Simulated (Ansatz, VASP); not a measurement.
# Cross-check of Ta2TiGeN4 between VASP and Ansatz

One calculation is typed for both programs; each brings its own data sets and cutoff. How far apart do they land? The cell is invented: As first built, before any earlier steps moved the atoms: it takes the TaTiN2 structure with some of its atoms replaced by other elements, volume scaled by an estimate. It may not be a known or stable phase. The cell comes out of earlier VASP steps on this material, which relaxed, scaled or displaced it; both programs get it as it stands.

Program: Ansatz 0.2.0. Level of theory: plane waves, with VASP 6.6.1 beside it; relaxation of cell and atoms at PBE. Results are calculated unless marked as measured.

## (1) The starting structure

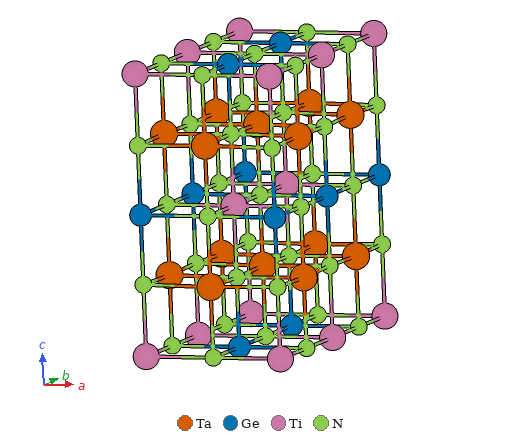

The cell as given, slightly off an axis (tantalum orange, germanium blue, titanium pink, nitrogen green). 1×2×1 cells are drawn. This picture shows the conventional cell, with its axes. Some periodic images of atoms are drawn too.

Coordinates:

```xyz
8
Lattice="-2.2145 2.2145 4.3925 2.2145 -2.2145 4.3925 2.2145 2.2145 -4.3925" Properties=species:S:1:pos:R:3 pbc="T T T"
Ta    2.2145    0.0000    2.1962
Ta    0.0000    2.2145    2.1962
Ge    0.0000    0.0000    4.3925
Ti    0.0000    0.0000    0.0000
N     0.0000    2.2145    0.0000
N     2.2145    0.0000    0.0000
N     0.0000    0.0000    6.5527
N     0.0000    0.0000    2.2322
```

## (2) VASP: relaxation of cell and atoms, PBE

The relaxed volume is the usual yardstick between codes: its relative difference is about their pressure difference at one cell divided by the bulk modulus.

Lines of VASP's logs that name or quote its potential files are left out, and so is its time.

The input, INCAR:

```
SYSTEM = Ta2TiGeN4
PREC = Accurate
ENCUT = 520
EDIFF = 1E-06
NELM = 100
ISMEAR = -1
SIGMA = 0.05
LREAL = .FALSE.
ALGO = Normal
GGA = PE
LORBIT = 11
LWAVE = .FALSE.
LCHARG = .FALSE.
KPAR = 4
IBRION = 2
NSW = 60
ISIF = 3
EDIFFG = -0.01
```

The input, POSCAR:

```
Ta2TiGeN4
1.0
   -2.2145311916      2.2145311916      4.3924540087
    2.2145311916     -2.2145311916      4.3924540087
    2.2145311916      2.2145311916     -4.3924540087
Ta Ge Ti N
2 1 1 4
Direct
    0.2500000000      0.7500000000      0.5000000000
    0.7500000000      0.2500000000      0.5000000000
    0.5000000000      0.5000000000      0.0000000000
    0.0000000000      0.0000000000      0.0000000000
    0.5000000000      0.0000000000      0.5000000000
    0.0000000000      0.5000000000      0.5000000000
    0.7459006970      0.7459006970      0.0000000000
    0.2540993030      0.2540993030      0.0000000000
```

The input, KPOINTS:

```
Automatic mesh
0
Gamma
7 7 7
0 0 0
```

Potentials, in the order of the species: Ta_pv, Ge_d, Ti_sv and N (PBE family, release 64).

Launch:

```
$ mpirun -np 4 vasp_std
```

Numbers of over 12 decimals in the logs are rounded to 6 here.

What it wrote:

```text
[banner, memory and clock lines left out]
running    4 mpi-ranks, on    1 nodes
 distrk:  each k-point on    1 cores,    4 groups
 distr:  one band on    1 cores,    1 groups

 POSCAR found type information on POSCAR TaGeTiN
 POSCAR found :  4 types and       8 ions
 LDA part: xc-table for (Slater+PW92), standard interpolation
 POSCAR, INCAR and KPOINTS ok, starting setup
 FFT: planning ... GRIDC
 FFT: planning ... GRID_SOFT
 FFT: planning ... GRID
 WAVECAR not read
 entering main loop
       N       E                     dE             d eps       ncg     rms          rms(c)
DAV:   1     0.798186539177E+03    0.79819E+03   -0.34817E+04  3912   0.309E+03
DAV:   2     0.434958450102E+02   -0.75469E+03   -0.73384E+03  3248   0.800E+02
DAV:   3    -0.785927222053E+02   -0.12209E+03   -0.12014E+03  4304   0.208E+02
DAV:   4    -0.872547400166E+02   -0.86620E+01   -0.84321E+01  4400   0.554E+01
DAV:   5    -0.875657129355E+02   -0.31097E+00   -0.30851E+00  4736   0.975E+00    0.361E+01
DAV:   6    -0.765297436456E+02    0.11036E+02   -0.11350E+02  4504   0.525E+01    0.207E+01
DAV:   7    -0.771881597577E+02   -0.65842E+00   -0.94195E+01  4656   0.561E+01    0.133E+01
DAV:   8    -0.752670255851E+02    0.19211E+01   -0.79180E+00  4040   0.140E+01    0.914E+00
DAV:   9    -0.756426603468E+02   -0.37563E+00   -0.17780E+01  4464   0.169E+01    0.947E+00
DAV:  10    -0.747273550960E+02    0.91531E+00   -0.12479E+01  4480   0.241E+01    0.213E+00
DAV:  11    -0.746811144906E+02    0.46241E-01   -0.42435E-01  4176   0.285E+00    0.145E+00
DAV:  12    -0.746500806293E+02    0.31034E-01   -0.10726E-01  4672   0.146E+00    0.540E-01
DAV:  13    -0.746484405265E+02    0.16401E-02   -0.65461E-02  4760   0.113E+00    0.429E-01
DAV:  14    -0.746463066888E+02    0.21338E-02   -0.15880E-02  4528   0.625E-01    0.512E-02
DAV:  15    -0.746464230642E+02   -0.11638E-03   -0.17862E-03  4384   0.213E-01    0.115E-01
DAV:  16    -0.746462896917E+02    0.13337E-03   -0.35229E-04  4432   0.910E-02    0.510E-02
DAV:  17    -0.746462584652E+02    0.31226E-04   -0.84358E-05  4624   0.418E-02    0.184E-02
DAV:  18    -0.746462543015E+02    0.41637E-05   -0.41559E-05  4760   0.278E-02    0.699E-03
DAV:  19    -0.746462540663E+02    0.23517E-06   -0.13889E-06  2760   0.753E-03
   1 F= -.74646254E+02 E0= -.74631627E+02  d E =-.746463E+02
 curvature:   0.00 expect dE= 0.000E+00 dE for cont linesearch  0.000E+00
 trial: gam= 0.00000 g(F)=  0.376E-05 g(S)=  0.296E-05 ort = 0.000E+00 (trialstep = 0.100E+01)
 search vector abs. value=  0.672E-05
 reached required accuracy - stopping structural energy minimisation
```

OUTCAR, selected parts (step 2):

```text
ion  position               nearest neighbor table
   1  0.250  0.750  0.500-   5 2.20   6 2.20   8 2.21   7 2.21   8 2.21   7 2.21   4 3.12   3 3.12
                             3 3.12   4 3.12   4 3.12   4 3.12   3 3.12   3 3.12   2 3.13   2 3.13
   2  0.750  0.250  0.500-   5 2.20   6 2.20   8 2.21   7 2.21   8 2.21   7 2.21   4 3.12   3 3.12
                             3 3.12   4 3.12   4 3.12   3 3.12   3 3.12   4 3.12   1 3.13   1 3.13
   3  0.500  0.500  0.000-   7 2.16   8 2.16   5 2.21   6 2.21   5 2.21   6 2.21   1 3.12   2 3.12
                             1 3.12   2 3.12   1 3.12   1 3.12   2 3.12   2 3.12
   4  0.000  0.000  0.000-   5 2.21   6 2.21   6 2.21   5 2.21   7 2.23   8 2.23   1 3.12   2 3.12
                             1 3.12   2 3.12   2 3.12   2 3.12   1 3.12   1 3.12
   5  0.500  0.000  0.500-   1 2.20   2 2.20   3 2.21   4 2.21   3 2.21   4 2.21
   6  0.000  0.500  0.500-   1 2.20   2 2.20   3 2.21   4 2.21   4 2.21   3 2.21
   7  0.746  0.746  0.000-   3 2.16   2 2.21   1 2.21   1 2.21   2 2.21   4 2.23
   8  0.254  0.254  0.000-   3 2.16   2 2.21   1 2.21   1 2.21   2 2.21   4 2.23

  LATTYP: Found a body centered tetragonal cell.
 ALAT       =     4.4290623832
 C/A-ratio  =     1.9834690183

 Subroutine GETGRP returns: Found 16 space group operations
 (whereof 16 operations were pure point group operations)

The static configuration has the point symmetry D_4h.

 Found     40 irreducible k-points:

   k-points           NKPTS =     40   k-points in BZ     NKDIM =     40   number of bands    NBANDS=     40

   dimension x,y,z NGX =    40 NGY =   40 NGZ =   40
   dimension x,y,z NGXF=    80 NGYF=   80 NGZF=   80

   ENCUT  =  520.0 eV  38.22 Ry    6.18 a.u.  10.03 10.03 10.03*2*pi/ulx,y,z

   NELECT =      68.0000    total number of electrons

 k-points in reciprocal lattice and weights: Automatic mesh
   0.00000000  0.00000000  0.00000000       0.003
   0.14285714 -0.00000000  0.00000000       0.023
   0.28571429 -0.00000000  0.00000000       0.023
   0.42857143 -0.00000000  0.00000000       0.023
   0.14285714  0.14285714  0.00000000       0.023
   0.28571429  0.14285714  0.00000000       0.047
   0.42857143  0.14285714  0.00000000       0.047
  -0.42857143  0.14285714 -0.00000000       0.047
  -0.28571429  0.14285714 -0.00000000       0.047
[...]
-0.42857143  0.42857143  0.42857143       0.012
  -0.42857143 -0.42857143  0.42857143       0.006

 average (electrostatic) potential at core
       1 -34.8861       2 -34.8861       3 -70.4986       4 -72.3746       5 -60.5086
       6 -60.5086       7 -60.8276       8 -60.8276

 E-fermi :   9.5826

 k-point     1 :       0.0000    0.0000    0.0000
  band No.  band energies     occupation
    ...
     32       6.5540      2.00000
     33       7.2067      2.00000
     34       8.7546      2.00000
     35       8.7546      2.00000
     36       9.5832      0.99399
     37      10.0534      0.00016
     38      10.0534      0.00016
     39      10.3641      0.00000
     40      10.8376      0.00000

 k-point     2 :       0.1429   -0.0000    0.0000
  band No.  band energies     occupation
    ...
     31       6.1757      2.00000
     32       6.7428      2.00000
     33       7.4789      2.00000
     34       8.6374      2.00000
     35       9.1499      1.99965
     36       9.7753      0.04150
     37       9.9723      0.00082
     38      10.0774      0.00010
     39      10.7185      0.00000
     40      11.3744      0.00000

 k-point     3 :       0.2857   -0.0000    0.0000
  band No.  band energies     occupation
    ...
     30       5.5880      2.00000
     31       5.7033      2.00000
     32       7.7685      2.00000
     33       8.0095      2.00000
     34       8.4091      2.00000
     35       9.7536      0.06334
     36       9.9584      0.00109
     37      10.2366      0.00000
     38      10.4655      0.00000
     39      11.0155      0.00000
    ...

  Total       -0.0088455     -0.0088455      0.0183041      0.0000000      0.0000000      0.0000000
  in kB       -0.1644754     -0.1644754      0.3403525      0.0000000      0.0000000      0.0000000
  external PRESSURE =       0.0038006 kB  Pullay stress =       0.0000000 kB

  energy-cutoff  :      520.00
  volume of cell :       86.16
      direct lattice vectors                 reciprocal lattice vectors
    -2.214531192  2.214531192  4.392454009     0.000000000  0.225781421  0.113831585
     2.214531192 -2.214531192  4.392454009     0.225781421  0.000000000  0.113831585
     2.214531192  2.214531192 -4.392454009     0.225781421  0.225781421  0.000000000

 POSITION                                       TOTAL-FORCE (eV/Angst)
 -----------------------------------------------------------------------------------
      2.21453      0.00000      2.19623        -0.000000     -0.000000     -0.000000
      0.00000      2.21453      2.19623        -0.000000     -0.000000     -0.000000
      0.00000      0.00000      4.39245        -0.000000     -0.000000     -0.000000
      0.00000      0.00000      0.00000        -0.000000     -0.000000     -0.000000
      0.00000      2.21453      0.00000        -0.000000     -0.000000     -0.000000
      2.21453      0.00000      0.00000        -0.000000     -0.000000     -0.000000
      0.00000      0.00000      6.55267         0.000000      0.000000      0.006242
      0.00000      0.00000      2.23224         0.000000      0.000000     -0.006242
 -----------------------------------------------------------------------------------
    total drift:                               -0.000000     -0.000000      0.000000

  FREE ENERGIE OF THE ION-ELECTRON SYSTEM (eV)
  ---------------------------------------------------
  free  energy   TOTEN  =       -74.6462540663 eV

  energy  without entropy=      -74.6170005931  energy(sigma->0) =      -74.63162733

 reached required accuracy - stopping structural energy minimisation

 total charge
# of ion       s       p       d       tot
------------------------------------------
    1        0.279   6.217   2.326   8.822
    2        0.279   6.217   2.326   8.822
    3        1.352   0.824  10.191  12.367
    4        2.151   6.155   1.961  10.268
    5        1.263   2.430   0.000   3.693
    6        1.263   2.430   0.000   3.693
    7        1.243   2.484   0.000   3.727
    8        1.243   2.484   0.000   3.727
--------------------------------------------------
tot          9.071  29.241  16.805  55.117

[... 3 further parts left out ...]
```

(Continued in part 2 of 2.)

[Lines on the potential files, build, host, timing and source positions are cut from VASP's logs without a mark.]

[Logs are printed without paths, hosts, clocks, repeated set-up lines and the standing remarks that a program may print on its own settings, such as how far it seeks lower states.]

[Hosts, paths, dates, database ids (printed as entryN), source tags and the programs' standing remarks are cut or masked in the printed files.]
